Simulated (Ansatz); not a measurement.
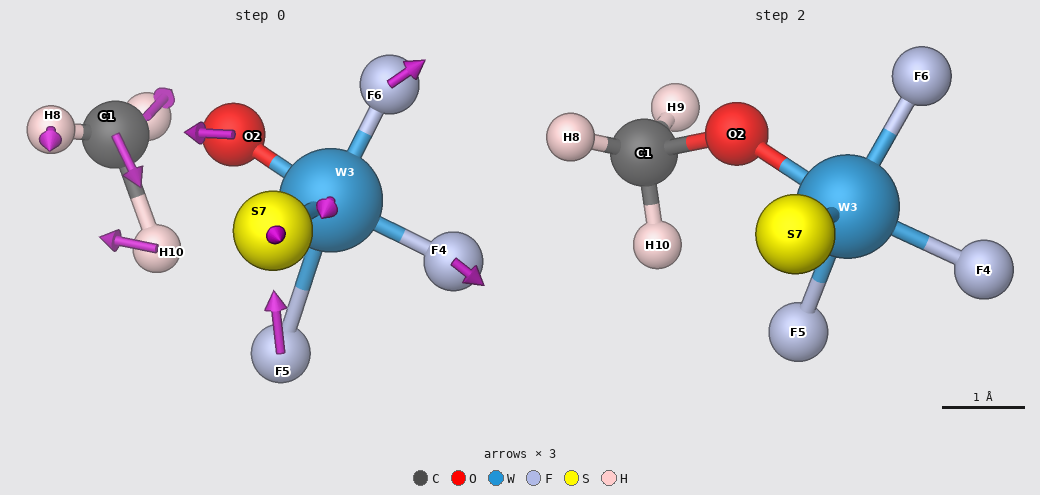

The structure of CH$_{3}$F$_{3}$OSW before (left) and after (right) a relaxation, at one scale. The purple arrows give the displacements, 3 times their true length.

Style: ball-and-stick. Shown from a free direction.

The calculation used Ansatz 0.2.0, RKS PBEsol-d3bj/ANO-RCC-VTZP.

The input:
```yaml
crystal:
  periodic: [false, false, false]
  atoms:
    - {symbol: C, position_ang: [0.748558, -1.795488, 0.203059]}
    - {symbol: O, position_ang: [0.294407, -0.093286, 0.598525]}
    - {symbol: W, position_ang: [-0.403001, 1.197666, 0.124053]}
    - {symbol: F, position_ang: [-1.737324, 2.141143, -0.264537]}
    - {symbol: F, position_ang: [-0.769154, 0.458689, -1.892118]}
    - {symbol: F, position_ang: [-0.709090, 1.416344, 1.670636]}
    - {symbol: S, position_ang: [1.315507, 2.413075, -0.281379]}
    - {symbol: H, position_ang: [1.672830, -1.883255, 0.111696]}
    - {symbol: H, position_ang: [0.098237, -2.099540, 0.469579]}
    - {symbol: H, position_ang: [0.100721, -1.303154, -1.043155]}
basis:
  gaussian: {orbitals: ANO-RCC-VTZP}
hamiltonian: {xc: {name: PBEsol}, dispersion: d3bj}
relax: {f_tol: 0.001, max_steps: 3}
output: {forces: true}
```

Run as
```bash
ansatz run in.yaml --threads 4 --pin off --events-out ev --progress --plain --max-ram 11315MiB
```

Q: Summarise the run.

A: The relaxation stopped without meeting its thresholds, so the last structure isn't shown to be converged. The input was poor on purpose: steps. Over 2 geometry steps the energy falls by 1198.6 kJ/mol. Largest force component: 25 eV/Å at the start, 2.8 eV/Å at the end. The largest move after the best rigid fit is that of F5, 0.27 Å. By element the largest moves are F 0.27 Å, H 0.26 Å, C 0.25 Å, O 0.23 Å, W 0.14 Å, S 0.11 Å. Near-neighbour distances that change, for instance: C1–H9 0.766 → 1.102 Å, C1–H10 1.488 → 1.161 Å, C1–O2 1.806 → 1.486 Å, W3–F5 2.178 → 1.918 Å. New bonds form, among them: C1–O2 (1.81 → 1.49 Å). Bond angles that change, for instance: H8–C1–H9 146.9° → 128.2°, O2–W3–F4 154.2° → 146.0°, O2–W3–F5 94.4° → 86.5°. The run took 64 s on 4 threads of Arm Neoverse V1, on a shared host.
